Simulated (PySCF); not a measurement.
The calculation's input:

```
{"job": {"kind": "nmr", "xc": "PBE0", "basis": "pcSseg-2"}, "charge": 0, "multiplicity": 1}
C      0.534840    -0.916428     1.064557
Si    -1.366793    -0.611146     1.122529
O      1.322845    -0.371496     0.168584
Si     1.269768     0.651720    -1.139561
F      1.991164    -0.081111    -2.344997
F      2.058955     1.974680    -0.764967
F     -0.224485     1.009248    -1.546276
H     -1.570834    -0.237117     2.553795
H     -1.869192    -2.002571     0.900949
H     -2.124188     0.340558     0.240535
```

Launched as:

```sh
OMP_NUM_THREADS=1 python cluster_run.py task.json out
```

Geometry: PBE0-D3(BJ)/def2-SVP.

These are results of PBE0/pcSseg-2, SCF density, gas phase, non-relativistic in PySCF, not measurements.

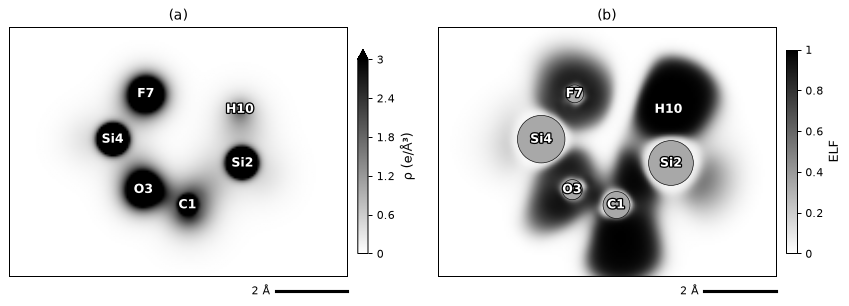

CH3F3OSi2 (SMILES F[Si](F)(F)O[C][SiH3]). (a) electron density; (b) ELF on the plane of atoms Si2, C1 and O3. Grey discs cover the atomic cores in the ELF map.

Interpret the plot.

Atoms in the plane: C, Si, O, F and H.
C–O (1.31 Å): ρ at the midpoint is about 2.5 e/Å³; the ELF peaks at about 0.85 between the atoms, as expected for a polar covalent bond.
Si–F (1.59 Å): ρ is about 1.2 e/Å³ halfway; the ELF peaks at about 0.85 in the valence shell of F, 0.6 Å from its nucleus, and is about 0.55 at the midpoint.
Si–O (1.66 Å): ρ at the midpoint is about 1.2 e/Å³; the ELF peaks at about 0.85 between the atoms, as expected for a shared but strongly polarised pair.
C–Si (1.93 Å): ρ at the midpoint is about 0.89 e/Å³; the ELF peaks at about 0.95 between the atoms: a shared electron pair.
Si–H (1.50 Å): the density is about 0.8 e/Å³ at the midpoint; the ELF climbs to about 1 towards the hydrogen, as it does in any bond to H.
The ELF also peaks beside C1, O3 and F7, away from the bonds: lone-pair regions.
